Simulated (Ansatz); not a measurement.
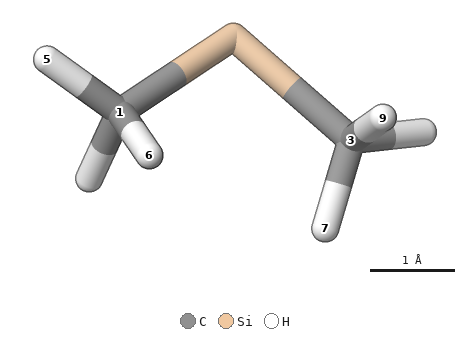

Figure 1. The input geometry (stick view, seen at a tilt; atoms are numbered from 1 in the order of the input). Bond lengths as drawn: C–H 1.10 to 1.11 Å and C–Si 1.91 Å.

**Nudged elastic band of C₂H₆Si**

System: C₂H₆Si.
Method: RKS r2SCAN-D4/def2-SVP (Ansatz 0.2.0).

It belongs to a series of runs on one base structure; here: band between the two ends. Figures and captions count atoms from 1; the log counts them from 0 in places.

**The input**
```yaml
crystal:
  periodic: [false, false, false]
  atoms:
    - { symbol: C, position_ang: [-0.529241, 1.050675, -0.808944] }
    - { symbol: Si, position_ang: [0.904628, -0.201126, -0.921533] }
    - { symbol: C, position_ang: [0.605648, -1.073447, 0.747419] }
    - { symbol: H, position_ang: [-1.427326, 0.479126, -1.126705] }
    - { symbol: H, position_ang: [-0.439479, 1.903062, -1.499943] }
    - { symbol: H, position_ang: [-0.746743, 1.418218, 0.2095] }
    - { symbol: H, position_ang: [-0.455429, -1.166111, 1.039287] }
    - { symbol: H, position_ang: [1.102998, -2.051076, 0.841723] }
    - { symbol: H, position_ang: [1.073443, -0.405622, 1.501897] }
basis:
  gaussian: { orbitals: def2-SVP }
hamiltonian:
  xc: r2scan
  dispersion: d4
neb:
  order_check: false
  images: 5
  f_tol: 0.05
  max_iterations: 60
  final_atoms:
    - { symbol: C, position_ang: [-0.66668654, 0.92094413, -0.86351199] }
    - { symbol: Si, position_ang: [0.27598635, -0.72831639, -1.06645198] }
    - { symbol: C, position_ang: [0.69099337, -0.99756527, 0.7778531] }
    - { symbol: H, position_ang: [-1.07519124, 1.31692521, -1.80579137] }
    - { symbol: H, position_ang: [0.01772719, 1.68436451, -0.44301913] }
    - { symbol: H, position_ang: [-1.49377004, 0.82649123, -0.13468346] }
    - { symbol: H, position_ang: [-0.21555913, -0.95438837, 1.41062562] }
    - { symbol: H, position_ang: [1.21412109, -1.94432805, 0.98089006] }
    - { symbol: H, position_ang: [1.34087795, -0.170428, 1.12679016] }
  initial_path:
    images:
      - { positions_ang: [[-0.529241, 1.050675, -0.808944], [0.904628, -0.201126, -0.921533], [0.605648, -1.073447, 0.747419], [-1.427326, 0.479126, -1.126705], [-0.439479, 1.903062, -1.499943], [-0.746743, 1.418218, 0.2095], [-0.455429, -1.166111, 1.039287], [1.102998, -2.051076, 0.841723], [1.073443, -0.405622, 1.501897]] }
      - { positions_ang: [[-0.55798583, 1.03808409, -0.83601938], [0.74367817, -0.27771245, -0.90280221], [0.61310541, -1.08136001, 0.77514582], [-1.44205385, 0.61891902, -1.24674804], [-0.32774604, 1.91210411, -1.44162052], [-0.82922011, 1.39581208, 0.1762365], [-0.39201778, -1.24329143, 1.11877129], [1.18410888, -2.02616386, 0.82891808], [1.09663015, -0.38269255, 1.51081946]] }
      - { positions_ang: [[-0.58673067, 1.02549318, -0.86309477], [0.58272834, -0.3542989, -0.88407141], [0.62056282, -1.08927302, 0.80287264], [-1.4567817, 0.75871204, -1.36679107], [-0.21601308, 1.92114623, -1.38329803], [-0.91169722, 1.37340616, 0.142973], [-0.32860655, -1.32047186, 1.19825558], [1.26521975, -2.00125172, 0.81611316], [1.1198173, -0.3597631, 1.51974191]] }
      - { positions_ang: [[-0.6154755, 1.01290227, -0.89017015], [0.42177852, -0.43088536, -0.86534062], [0.62802022, -1.09718603, 0.83059945], [-1.47150954, 0.89850507, -1.48683411], [-0.10428011, 1.93018834, -1.32497555], [-0.99417433, 1.35100024, 0.10970949], [-0.26519533, -1.39765229, 1.27773987], [1.34633063, -1.97633958, 0.80330824], [1.14300446, -0.33683365, 1.52866437]] }
      - { positions_ang: [[-0.63254585, 0.98224956, -0.8812841], [0.37318113, -0.53002904, -0.93237774], [0.64901127, -1.06397911, 0.81301734], [-1.33940344, 1.03797845, -1.5931532], [-0.06361101, 1.84824706, -1.03099007], [-1.16070623, 1.1761639, 0.02824517], [-0.24864993, -1.24989765, 1.32203512], [1.30226078, -1.96566907, 0.86250218], [1.20896229, -0.2813651, 1.3947063]] }
      - { positions_ang: [[-0.64961619, 0.95159684, -0.87239804], [0.32458374, -0.62917271, -0.99941486], [0.67000232, -1.03077219, 0.79543522], [-1.20729734, 1.17745183, -1.69947229], [-0.02294191, 1.76630578, -0.7370046], [-1.32723814, 1.00132756, -0.05321914], [-0.23210453, -1.10214301, 1.36633037], [1.25819094, -1.95499856, 0.92169612], [1.27492012, -0.22589655, 1.26074823]] }
      - { positions_ang: [[-0.66668654, 0.92094413, -0.86351199], [0.27598635, -0.72831639, -1.06645198], [0.69099337, -0.99756527, 0.7778531], [-1.07519124, 1.31692521, -1.80579137], [0.01772719, 1.68436451, -0.44301913], [-1.49377004, 0.82649123, -0.13468346], [-0.21555913, -0.95438837, 1.41062562], [1.21412109, -1.94432805, 0.98089006], [1.34087795, -0.170428, 1.12679016]] }
```

Run on 1 thread of Arm Neoverse V1, 24 GiB of memory available, shared host.

Command:
```bash
ansatz run input.yaml --threads 1 --pin off --max-ram 2048MiB --backend cpu --events-out ev --progress --plain --runs-dir out
```

**What the program printed**
```
Engine: ansatz 0.2.0, aarch64-unknown-linux-gnu
Functional definition: r2SCAN
  parameter k0 = 0.174
  parameter k1 = 0.065
  parameter a1 = 4.9479
  exchange = r2scan_x(k0 = k0, k1 = k1, a1 = a1)
  correlation = r2scan_c
860 factors; their error is unknown
mean field evaluation 1: about -10031.3084 eV, gradient 6.5e1 eV
mean field evaluation 2: about -10019.0778 eV, gradient 8.7e1 eV
mean field evaluation 4: about -10041.8237 eV, gradient 2.2e0 eV
mean field evaluation 8: about -10041.7931 eV, gradient 2.8e-2 eV
mean field -10041.79314421 eV, -369.0290914779 hartree, gradient 2.1e-5 eV, S^2 0.000000; 0 other end points of the search recorded, 0 dependent functions left out
the calculation of the forces begins
reference -10041.79315347 eV, -369.0290918183 hartree; 16, 16 occupied and 60, 60 virtual orbitals, 860 factors
860 factors; their error is unknown
mean field evaluation 16: about -10031.2924 eV, gradient 6.5e1 eV
mean field -10041.78319911 eV, -369.0287260022 hartree, gradient 1.6e-5 eV, S^2 0.000000; 0 other end points of the search recorded, 0 dependent functions left out
[... from here on the field's lines of each further geometry are left out, up to the last ...]
NEB iter   1: max|band force component| = 3.394e0 eV/Å  barrier→ = 0.6111 eV  barrier← = 0.6012 eV  Δτ_max = 0.2000 Å  (182 SCF iters)
NEB iter   2: max|band force component| = 1.440e0 eV/Å  barrier→ = 0.1209 eV  barrier← = 0.1110 eV  Δτ_max = 0.1072 Å  (134 SCF iters)
NEB iter   3: max|band force component| = 3.636e-1 eV/Å  barrier→ = 0.0306 eV  barrier← = 0.0207 eV  CI = image 3  Δτ_max = 0.0627 Å  (137 SCF iters)
NEB iter   4: max|band force component| = 1.474e-1 eV/Å  barrier→ = 0.0212 eV  barrier← = 0.0113 eV  CI = image 3  Δτ_max = 0.0371 Å  (136 SCF iters)
NEB iter   5: max|band force component| = 5.208e-2 eV/Å  barrier→ = 0.0199 eV  barrier← = 0.0100 eV  CI = image 3  Δτ_max = 0.0289 Å  (136 SCF iters)
NEB iter   6: max|band force component| = 5.684e-2 eV/Å  barrier→ = 0.0200 eV  barrier← = 0.0101 eV  CI = image 3  Δτ_max = 0.0144 Å  (136 SCF iters)
the calculation of the forces begins
reference -10041.78658981 eV, -369.0288506083 hartree; 16, 16 occupied and 60, 60 virtual orbitals, 860 factors
860 factors; their error is unknown
mean field evaluation 416: about -10041.7732 eV, gradient 2.1e-3 eV
mean field -10041.77324256 eV, -369.0283601056 hartree, gradient 1.7e-5 eV, S^2 0.000000; 1 other end points of the search recorded, 0 dependent functions left out
the calculation of the forces begins
reference -10041.77325186 eV, -369.0283604475 hartree; 16, 16 occupied and 60, 60 virtual orbitals, 860 factors
NEB iter   7: max|band force component| = 3.787e-2 eV/Å  barrier→ = 0.0200 eV  barrier← = 0.0101 eV  CI = image 3  Δτ_max = 0.0000 Å  (266 SCF iters)
```

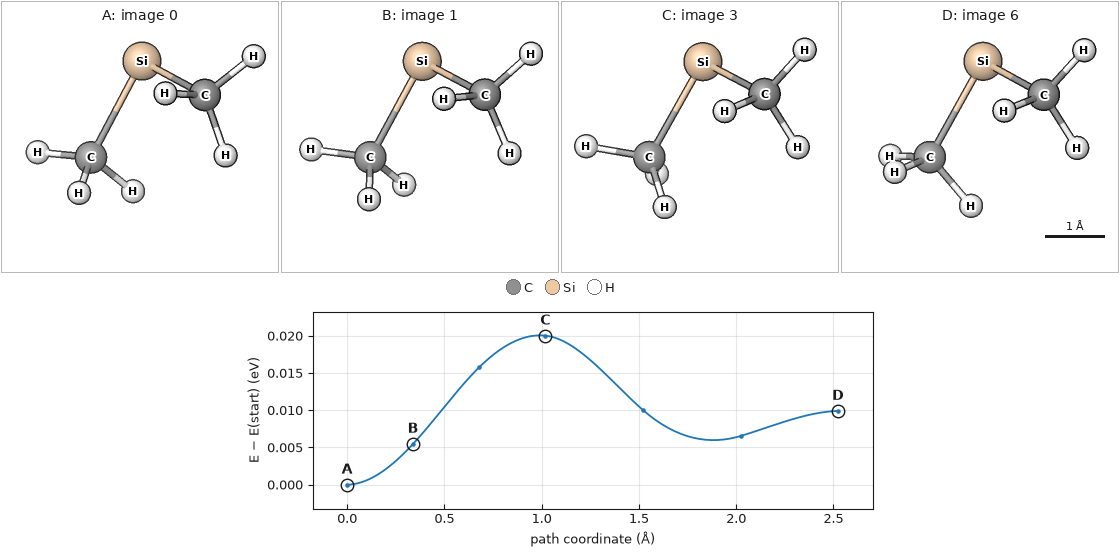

Figure 2. Images of the last band (counted from 0; ball-and-stick, seen at a tilt) above the energy along the path; the line is a cubic interpolation that uses the forces. The highest image is number 3, 0.020 eV above the start and 0.010 eV above the end (the climbing image); the end lies 0.010 eV above the start. The path is 2.52 Å long. The band converged in 7 iterations.

```
Total energy: -10041.80868950 eV, -369.0296627566 hartree
Atom 0 at    -0.610720     0.992213    -0.806488 Å, force     0.006977    -0.000128     0.003399 eV/Å
Atom 1 at     0.545203    -0.510819    -1.045624 Å, force    -0.008131    -0.004831    -0.002816 eV/Å
Atom 2 at     0.662638    -1.068718     0.772913 Å, force     0.013478     0.010058     0.000888 eV/Å
Atom 3 at    -1.482285     0.891169    -1.480247 Å, force    -0.000976    -0.001799    -0.001348 eV/Å
Atom 4 at    -0.088056     1.895190    -1.176849 Å, force    -0.000184     0.001811     0.001194 eV/Å
Atom 5 at    -0.972699     1.189936     0.216471 Å, force    -0.001623     0.001196    -0.001257 eV/Å
Atom 6 at    -0.344573    -1.211884     1.207827 Å, force    -0.003633    -0.002531    -0.001948 eV/Å
Atom 7 at     1.258082    -1.979139     0.939364 Å, force    -0.001392    -0.002263    -0.000669 eV/Å
Atom 8 at     1.120909    -0.244249     1.355335 Å, force    -0.004516    -0.001512     0.002556 eV/Å
Dipole moment:    -0.133333     0.130288     0.243693 e Å
this run last wrote the band of iteration 7 to [file]
```

**The last band as extended XYZ (Å, eV, eV/Å)**
```
9
Properties=species:S:1:pos:R:3:forces:R:3 image=0 energy=-10041.82870
C    -0.5292    1.0507   -0.8089    0.0015  -0.0044   0.0000
Si    0.9046   -0.2011   -0.9215   -0.0034   0.0004   0.0040
C     0.6056   -1.0734    0.7474    0.0002   0.0038  -0.0039
H    -1.4273    0.4791   -1.1267    0.0006  -0.0001   0.0000
H    -0.4395    1.9031   -1.4999   -0.0007   0.0023  -0.0010
H    -0.7467    1.4182    0.2095    0.0009   0.0003   0.0002
H    -0.4554   -1.1661    1.0393   -0.0009   0.0005  -0.0008
H     1.1030   -2.0511    0.8417    0.0013  -0.0026   0.0008
H     1.0734   -0.4056    1.5019    0.0006  -0.0003   0.0008
9
Properties=species:S:1:pos:R:3:forces:R:3 image=1 energy=-10041.82321
C    -0.5476    1.0382   -0.8029    0.0088  -0.0028  -0.0013
Si    0.7988   -0.3027   -0.9729    0.0081   0.0087   0.0047
C     0.6230   -1.0775    0.7592    0.0039   0.0053  -0.0048
H    -1.4501    0.5899   -1.2707   -0.0008  -0.0113   0.0106
H    -0.3323    1.9418   -1.3961   -0.0104   0.0022  -0.0098
H    -0.8282    1.3238    0.2253    0.0048   0.0078   0.0018
H    -0.4218   -1.1771    1.1041   -0.0065   0.0011  -0.0021
H     1.1484   -2.0359    0.8893   -0.0059  -0.0037  -0.0024
H     1.0983   -0.3468    1.4474   -0.0020  -0.0072   0.0032
9
Properties=species:S:1:pos:R:3:forces:R:3 image=2 energy=-10041.81293
C    -0.5759    1.0176   -0.8026    0.0213  -0.0053   0.0043
Si    0.6744   -0.4111   -1.0167    0.0059   0.0113   0.0052
C     0.6449   -1.0764    0.7689    0.0027   0.0040  -0.0093
H    -1.4785    0.7372   -1.3824   -0.0079  -0.0114   0.0045
H    -0.2104    1.9372   -1.2927   -0.0104   0.0040  -0.0099
H    -0.8937    1.2529    0.2271    0.0026   0.0078   0.0019
H    -0.3845   -1.2047    1.1512   -0.0067  -0.0014   0.0030
H     1.2101   -2.0079    0.9243   -0.0051  -0.0028  -0.0002
H     1.1021   -0.2911    1.4056   -0.0024  -0.0061   0.0007
9
Properties=species:S:1:pos:R:3:forces:R:3 image=3 energy=-10041.80868
C    -0.6107    0.9922   -0.8065    0.0070  -0.0001   0.0034
Si    0.5452   -0.5108   -1.0456   -0.0081  -0.0048  -0.0028
C     0.6626   -1.0687    0.7729    0.0135   0.0101   0.0009
H    -1.4823    0.8912   -1.4802   -0.0010  -0.0018  -0.0013
H    -0.0881    1.8952   -1.1768   -0.0002   0.0018   0.0012
H    -0.9727    1.1899    0.2165   -0.0016   0.0012  -0.0013
H    -0.3446   -1.2119    1.2078   -0.0036  -0.0025  -0.0019
H     1.2581   -1.9791    0.9394   -0.0014  -0.0023  -0.0007
H     1.1209   -0.2442    1.3553   -0.0045  -0.0015   0.0026
9
Properties=species:S:1:pos:R:3:forces:R:3 image=4 energy=-10041.81867
C    -0.6500    0.9537   -0.8248    0.0348  -0.0186  -0.0163
Si    0.3966   -0.6247   -1.0644   -0.0305  -0.0159   0.0062
C     0.6747   -1.0401    0.7764    0.0322   0.0213  -0.0144
H    -1.3928    1.0938   -1.6270   -0.0047   0.0118  -0.0095
H     0.0709    1.7890   -0.9533   -0.0011   0.0057   0.0147
H    -1.1319    1.0858    0.1582   -0.0133   0.0028   0.0094
H    -0.3055   -1.2217    1.2580   -0.0091  -0.0090   0.0038
H     1.3190   -1.9141    0.9557    0.0019   0.0033   0.0008
H     1.1075   -0.1681    1.3039   -0.0101  -0.0014   0.0052
9
Properties=species:S:1:pos:R:3:forces:R:3 image=5 energy=-10041.82217
C    -0.6670    0.9280   -0.8483    0.0307  -0.0014  -0.0128
Si    0.3090   -0.6963   -1.0706   -0.0151  -0.0077   0.0047
C     0.6777   -1.0148    0.7755    0.0175   0.0122  -0.0112
H    -1.2315    1.2341   -1.7425   -0.0067  -0.0020  -0.0001
H     0.1083    1.7064   -0.6842   -0.0073   0.0068   0.0004
H    -1.3273    0.9609    0.0357   -0.0034   0.0021   0.0103
H    -0.2677   -1.1226    1.3404   -0.0092  -0.0080  -0.0003
H     1.2971   -1.9052    0.9621    0.0009  -0.0003   0.0007
H     1.1899   -0.1368    1.2146   -0.0075  -0.0017   0.0082
9
Properties=species:S:1:pos:R:3:forces:R:3 image=6 energy=-10041.81880
C    -0.6667    0.9209   -0.8635    0.0050   0.0090   0.0008
Si    0.2760   -0.7283   -1.0665   -0.0056   0.0145   0.0038
C     0.6910   -0.9976    0.7779    0.0012   0.0018   0.0165
H    -1.0752    1.3169   -1.8058   -0.0006  -0.0009  -0.0017
H     0.0177    1.6844   -0.4430   -0.0055  -0.0141  -0.0033
H    -1.4938    0.8265   -0.1347    0.0048  -0.0036  -0.0017
H    -0.2156   -0.9544    1.4106    0.0049   0.0057  -0.0064
H     1.2141   -1.9443    0.9809    0.0053  -0.0055  -0.0009
H     1.3409   -0.1704    1.1268   -0.0094  -0.0070  -0.0071
```

**Summary**

```csv
quantity,value
outcome,converged
"barrier, forward",0.020 eV
"barrier, backward",0.010 eV
wall time,2.3 min
peak memory,0.15 GiB
```

**Notes**

The order of the saddle point was not checked.
